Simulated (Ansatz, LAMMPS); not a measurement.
# Static equation of state of amorphous Si0.8Ge0.2 (141 atoms)

Density of this cell: 3.06 g/cm³. The cell holds 141 atoms: 113 Si and 28 Ge. Cell: a = 14.117 Å, b = 13.899 Å, c = 14.394 Å, α = 90.1°, β = 89.8°, γ = 90.9°. The starting structure: 141 atoms (113 Si, 28 Ge) placed at random at 2.91 g/cm³, melted at 3500 K for 10 ps at fixed volume with the Tersoff potential (Tersoff, Phys. Rev. B 39, 5566 (1989)). Quenched from 3500 K to 300 K at 10 K/ps and fixed volume, held 5 ps, then minimised at fixed cell.

Calculated with Ansatz 0.2.0: Kohn-Sham DFT, LDA, PAW (set soft_2), plane waves; cutoff 420 eV, Γ point, fermi-dirac smearing of 0.025 eV. Cell and atoms were relaxed first, to V0 = 20.026 Å³ an atom at a residual P0 = -0.010 GPa. The cell was then scaled evenly, and the atoms were relaxed at each volume.

```
volume (Å³/atom)  pressure (GPa)
          18.024           7.783
          18.825               ?
          19.426           2.322
          20.627          -2.021
          21.228          -3.739
```

**Question.** Fit the third-order Birch–Murnaghan equation to the rows given and interpolate to the withheld row.

Worked fit:

Take the Eulerian strain f = ½[(V0/V)^(2/3) − 1] and the normalised pressure F = (P − P0) / [3f(1 + 2f)^(5/2)]. The third-order Birch–Murnaghan equation is then the line F = B0 + (3/2)B0(B′ − 4) f, so u = f and v = F.

```
      u = f  v = F (GPa)
  0.0363829      59.9028
  0.0102567      72.0391
-0.00975626      72.1618
 -0.0190505      71.8969
```

With n = 4: mean u = 0.00445824, mean v = 69.0001, Σ(u − ū)² = 0.0018075, Σ(u − ū)(v − v̄) = -0.38585. Slope b = -0.38585 / 0.0018075 = -213.47; intercept a = v̄ − b ū = 69.952.

So B0 = a = 70.0 GPa and B′ = 4 + 2b/(3a) = 1.97. At the withheld volume f = 0.02106, F = a + b f = 65.46 GPa, and P = P0 + 3f(1 + 2f)^(5/2) F.

Prediction at 18.825: 4.574 GPa. The run gave 4.434 GPa, so the fit is high by 0.14 GPa (3.2 % of the value).

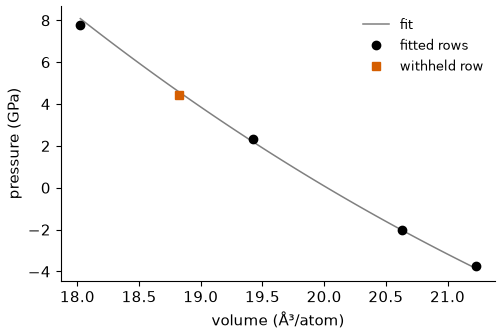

The fit, the rows that it rests on and the withheld row.

The series isn't one smooth equation of state: even a line fitted to all rows, the withheld one included, misses F by up to 6.5 %, the count of bonds changes along the series and an atom moves over 0.5 Å in some relaxation. B0 and B′ are then only the numbers of this fit, not moduli of the material. Among the rows given, the largest miss of the fit is at 18.024, by 0.30 GPa (2.6 % of the range of the table).

Limits: Static cells at zero temperature; the cell shape is held. The program notes that the SCF threshold of these relaxations is loose for the stress. The quench rate of 10 K/ps is many orders above laboratory rates, so the cell is likely richer in defects and strain than a real sample. The network of bonds at the start is that of the classical potential that made the cell, and needn't be the one that DFT or experiment would give. Only the Γ point is sampled, in a cell whose shortest periodic width is 14 Å.

[Logs are printed without paths, hosts, clocks, repeated set-up lines and the standing remarks that a program may print on its own settings, such as how far it seeks lower states.]

[Hosts, paths, dates, database ids (printed as entryN), source tags and the programs' standing remarks are cut or masked in the printed files.]
